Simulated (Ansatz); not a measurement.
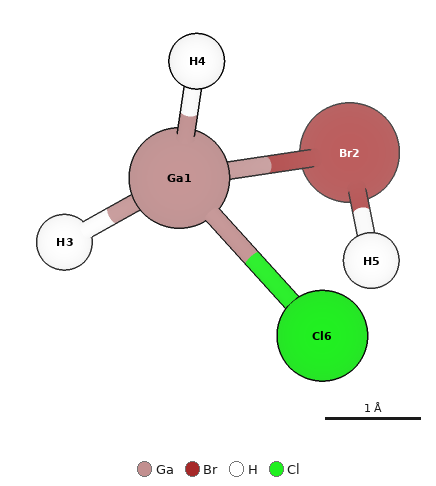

Fig. 1: The starting structure (ball-and-stick view, seen at a tilt; atoms are numbered from 1 in the order of the input). Sticks mark near contacts.

**Geometry relaxation of GaH3BrCl**

- system: GaH3BrCl
- method: RHF/def2-SVPD (Ansatz 0.2.0)

Input file:
```yaml
crystal:
  periodic: [false, false, false]
  atoms:
    - {symbol: Ga, position_ang: [-0.404614, -0.593005, 0.394122]}
    - {symbol: Br, position_ang: [-0.602070, 1.802581, -0.577409]}
    - {symbol: H, position_ang: [-1.208405, -1.496283, -0.575905]}
    - {symbol: H, position_ang: [-0.358449, -0.408874, 1.932597]}
    - {symbol: H, position_ang: [0.817036, 1.023076, -0.720324]}
    - {symbol: Cl, position_ang: [1.756401, -0.327495, -0.453181]}
basis:
  gaussian: {orbitals: def2-SVPD}
hamiltonian: {xc: hf}
relax: {f_tol: 0.01, max_steps: 60, escape_saddle: true}
```

Machine: 4 threads of Arm Neoverse V2, 23 GiB of memory available, shared host.

Run as:
```bash
ansatz run in.yaml --threads 4 --pin off --events-out ev --progress --plain --max-ram 9574MiB
```

Output:
```
Error: invalid value for `relax.escape_saddle`: a Gaussian basis doesn't support `true`; leave it out, and run phonons on the result
```

What the run reported:

| quantity | value |
| --- | --- |
| outcome | refused by the program |

Diagnosis:

The program refused the input: “invalid value for `relax.escape_saddle`: a Gaussian basis doesn't support `true`; leave it out, and run phonons on the result”
